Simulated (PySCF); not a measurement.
## Electronic structure of C6H7FO2Si in real space

Input file:

```
{"job": {"kind": "nmr", "xc": "PBE0", "basis": "pcSseg-1"}, "charge": 0, "multiplicity": 1}
C      2.757067    -1.925844     0.367709
C      2.001342    -1.019113     0.142267
C      1.133086     0.049257    -0.129763
C      1.422981     1.356573    -0.175573
F      2.660082     1.836698     0.033876
Si    -0.137351     2.335690    -0.586135
O     -0.979162     0.942599    -0.784694
C     -0.333610    -0.235621    -0.376941
O     -0.876206    -0.726893     0.802241
C     -2.211988    -1.171592     0.679772
H      3.415662    -2.716723     0.569393
H     -0.114548     2.999413    -1.880822
H     -0.627132     3.125557     0.537394
H     -0.464683    -0.968937    -1.195608
H     -2.279195    -2.005718    -0.027969
H     -2.510168    -1.502810     1.671501
H     -2.863176    -0.360506     0.343442
```

Launched as:

```sh
OMP_NUM_THREADS=1 python probes_run.py task.json out
```

Geometry: GFN2-xTB.

These are results of PBE0/pcSseg-1, SCF density, gas phase, non-relativistic in PySCF, not measurements.

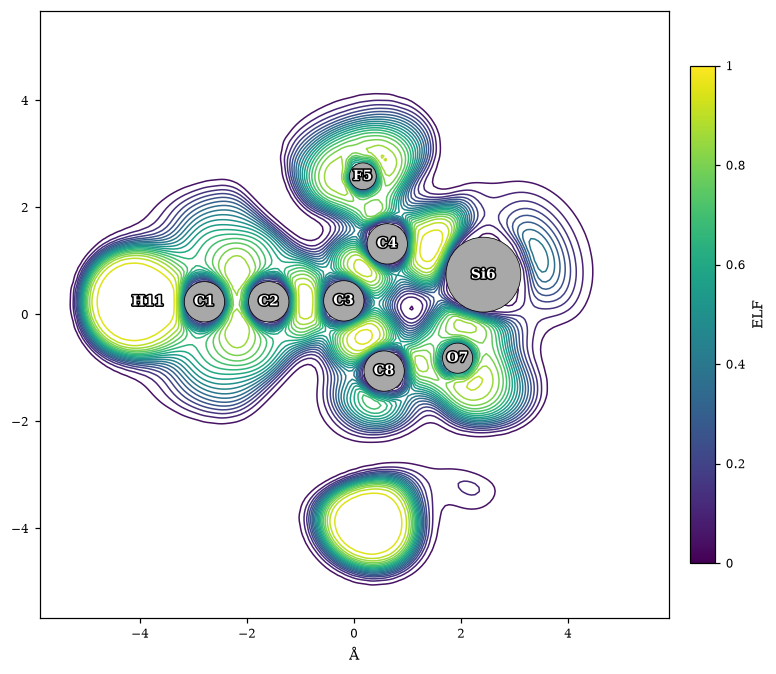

Figure 1. Electron localisation function on the plane of atoms C3, C4 and Si6. Grey discs cover the atomic cores.

> Describe what can be read from this map.

- The plane passes through C, F, Si, O and H nuclei.
- C–C (1.20 Å): the ELF peaks at about 0.85 between the atoms (a multiple bond).
- C–F (1.34 Å): the ELF peaks at about 0.85 between the atoms; a polar covalent bond.
- C–O (1.40 Å): the ELF peaks at about 0.85 between the atoms (a polar covalent bond).
- Si–O (1.64 Å): the ELF peaks at about 0.85 between the atoms, as expected for a shared but strongly polarised pair.
- C–Si (1.89 Å): the ELF peaks at about 0.95 between the atoms; localised, covalent bonding.
- The ELF also peaks beside O7 and F5, away from the bonds: lone-pair regions.

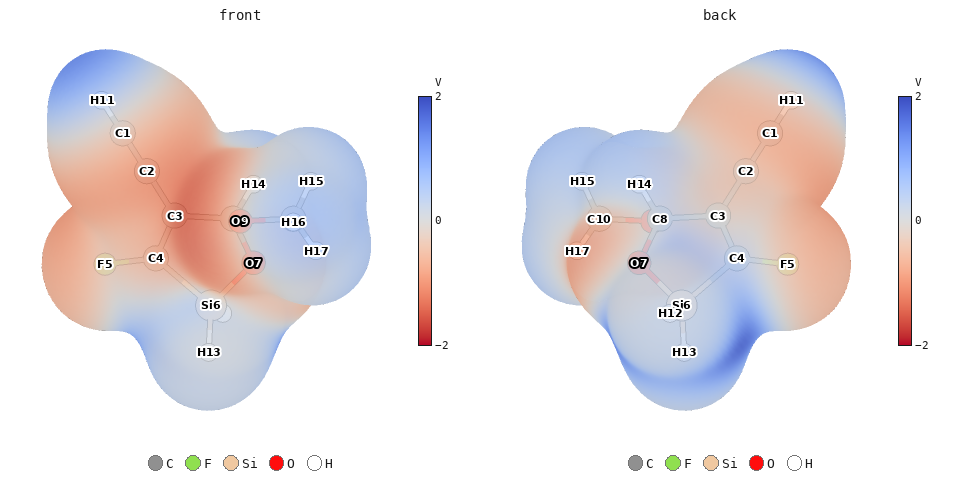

Figure 2. The electrostatic potential painted on the density surface at 0.001 e/bohr³, seen from the front and from behind; red is negative and blue positive.

> Describe the electrostatic potential map.

The most negative region (about −1.4 V) lies over O9, the most positive (about +1.6 V) over Si6. O9 is the likeliest acceptor of a hydrogen bond.

> What dipole moment does the calculation give?

Its dipole moment is 1.46 D.
